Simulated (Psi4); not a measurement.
**HF (hydrogen fluoride): B3LYP/aug-cc-pVTZ (sweep point 9)**

What is the vertical ionisation energy of HF (hydrogen fluoride) at B3LYP/aug-cc-pVTZ (sweep point 9)? Input form: a Python script.

Program for the calculation: Psi4 1.11.

## 1. The system as given

The species is HF (2 atoms), meant as a singlet with charge 0. SMILES: `F`. The shape is that of a PBE0-D4/def2-TZVP optimisation.

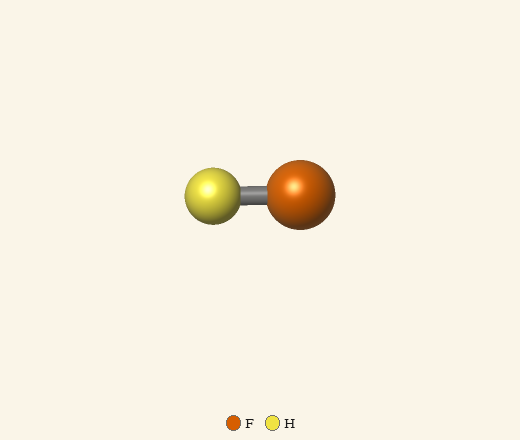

The structure, seen from a chosen angle (fluorine orange, hydrogen yellow).

## 2. The energy at B3LYP/aug-cc-pVTZ (sweep point 9)

run.py reads:

```python
import psi4

psi4.set_memory('1600 MB')
psi4.set_num_threads(1)
psi4.core.set_output_file('output.dat', False)

mol = psi4.geometry("""
0 1
F     -0.390000     0.144600    -0.196400
H      0.390000    -0.144600     0.196400
symmetry c1
""")

psi4.set_options({
    'basis': 'aug-cc-pVTZ',
    'puream': True,
    'scf_type': 'pk',
    'dft_radial_points': 99,
    'dft_spherical_points': 590,
})

e = psi4.energy("b3lyp", molecule=mol)
print(f'total energy {e:.8f} hartree = {e * 27.211386:.5f} eV')
```

Run with:

```console
$ python run.py
```

output.dat (excerpt; [...] marks lines left out):

```text
[...]
  Running in c1 symmetry.
[...]
  Nuclear repulsion =    5.176952311050555
[...]
  Multiplicity = 1
[...]
  Nalpha       = 5
  Nbeta        = 5
[...]
    Number of basis functions: 69
[...]
   @RKS iter   1:  -100.42827269798097   -2.06594e-01   6.61219e-03 ADIIS/DIIS
[...]
   @RKS iter   6:  -100.49005235147884   -5.38283e-09   4.35622e-07 DIIS
[...]
    Orbital Energies [Eh]
    ---------------------
    Doubly Occupied:
       1A    -24.688119     2A     -1.210896     3A     -0.559986
       4A     -0.424352     5A     -0.424352
[...]
  @RKS Final Energy:  -100.49005235147884
   => Energetics <=
    Nuclear Repulsion Energy =              5.1769523110505551
    One-Electron Energy =                -150.4483053905894110
    Two-Electron Energy =                  53.5253870403699992
    DFT Exchange-Correlation Energy =      -8.7440863123099799
    Empirical Dispersion Energy =           0.0000000000000000
    VV10 Nonlocal Energy =                  0.0000000000000000
    Total Energy =                       -100.4900523514788517
[...]
 Multipole Moments:
 ------------------------------------------------------------------------------------
     Multipole            Electronic (a.u.)      Nuclear  (a.u.)        Total (a.u.)
 ------------------------------------------------------------------------------------
 L = 1.  Multiply by 2.5417464519 to convert [e a0] to [Debye]
 Dipole X            :         -0.0000000           -0.0000000           -0.0000000
 Dipole Y            :         -0.0000000            0.0000000           -0.0000000
 Dipole Z            :         -0.1522552            0.8627082            0.7104530
 Magnitude           :                                                    0.7104530
[...]
```

On the terminal:

```text
total energy -100.49005235 hartree = -2734.47360 eV
```

It took 2.5 s on 1 thread of INTEL XEON PLATINUM 8581C at 2.30GHz (Emerald Rapids), shared host; peak memory 0.49 GiB.

## 3. The doublet cation, same level

job.py reads:

```python
import psi4

psi4.set_memory('1600 MB')
psi4.set_num_threads(1)
psi4.core.set_output_file('psi4.out', False)

mol = psi4.geometry("""
1 2
F     -0.390000     0.144600    -0.196400
H      0.390000    -0.144600     0.196400
symmetry c1
""")

options = {'basis': 'aug-cc-pVTZ', 'reference': 'uks', 'puream': True, 'scf_type': 'pk', 'dft_radial_points': 99, 'dft_spherical_points': 590, 'maxiter': 150}
psi4.set_options(options)

result = psi4.energy('B3LYP', molecule=mol)
print(f'total energy {result:.8f} hartree = {result * 27.211386:.5f} eV')
```

Run with:

```console
$ python job.py
```

psi4.out (excerpt; [...] marks lines left out):

```text
[...]
  Running in c1 symmetry.
[...]
  Nuclear repulsion =    5.176952311050555
[...]
  Multiplicity = 2
[...]
  Nalpha       = 5
  Nbeta        = 4
[...]
    Number of basis functions: 69
[...]
   @UKS iter   1:   -99.86893981322888    3.52739e-01   3.40582e-03 DIIS/ADIIS
[...]
   @UKS iter   7:   -99.89025309661946   -2.32109e-08   2.45482e-07 DIIS
[...]
   @S^2 Observed:                7.517716391E-01
[...]
    Orbital Energies [Eh]
    ---------------------
    Alpha Occupied:
       1A    -25.358774     2A     -1.826466     3A     -1.121738
       4A     -1.092447     5A     -0.999383
    Alpha Virtual:
       6A     -0.334327     7A     -0.154375     8A     -0.137131
       9A     -0.129815    10A     -0.091281    11A     -0.025165
      12A     -0.021796    13A     -0.018832    14A      0.066581
      15A      0.250592    16A      0.259534    17A      0.261988
      18A      0.393774    19A      0.404759    20A      0.480767
      21A      0.512735    22A      0.534531    23A      0.551636
      24A      0.560275    25A      0.565996    26A      0.593586
[...]
  @UKS Final Energy:   -99.89025309661946
   => Energetics <=
    Nuclear Repulsion Energy =              5.1769523110505551
    One-Electron Energy =                -144.5845435814213999
    Two-Electron Energy =                  47.9244180818355616
    DFT Exchange-Correlation Energy =      -8.4070799080841514
    Empirical Dispersion Energy =           0.0000000000000000
    VV10 Nonlocal Energy =                  0.0000000000000000
    Total Energy =                        -99.8902530966194462
[...]
 Multipole Moments:
 ------------------------------------------------------------------------------------
     Multipole            Electronic (a.u.)      Nuclear  (a.u.)        Total (a.u.)
 ------------------------------------------------------------------------------------
 L = 1.  Multiply by 2.5417464519 to convert [e a0] to [Debye]
 Dipole X            :          0.0000000           -0.0000000            0.0000000
 Dipole Y            :          0.0000000            0.0000000            0.0000000
 Dipole Z            :          0.0363161            0.8627082            0.8990243
 Magnitude           :                                                    0.8990243
[...]
```

The script printed:

```text
total energy -99.89025310 hartree = -2718.15223 eV
```

Run time: 3.6 s. Hardware: 1 thread of INTEL XEON PLATINUM 8581C at 2.30GHz (Emerald Rapids), shared host; peak memory 0.5 GiB.

## 4. Summary of results

Level: B3LYP/aug-cc-pVTZ (sweep point 9).

| quantity | value |
| --- | --- |
| singlet HF: total energy | -100.49005 Eh |
| singlet HF: dipole moment | 1.81 D |
| singlet HF: HOMO energy | -11.55 eV |
| singlet HF: LUMO energy | -0.72 eV |
| singlet HF: HOMO–LUMO gap | 10.83 eV |
| doublet cation: total energy | -99.89025 Eh |
| doublet cation: HOMO energy (highest over α and β) | -26.29 eV |
| doublet cation: LUMO energy (lowest over α and β) | -21.22 eV |
| doublet cation: ⟨S²⟩ | 0.752 |
| vertical ionisation energy (to the doublet cation) | 16.321 eV |

What this shows: The vertical ionisation energy comes to 16.32 eV (1575 kJ/mol). The negative HOMO energy of the first species, 11.55 eV, lies 4.77 eV below that difference.
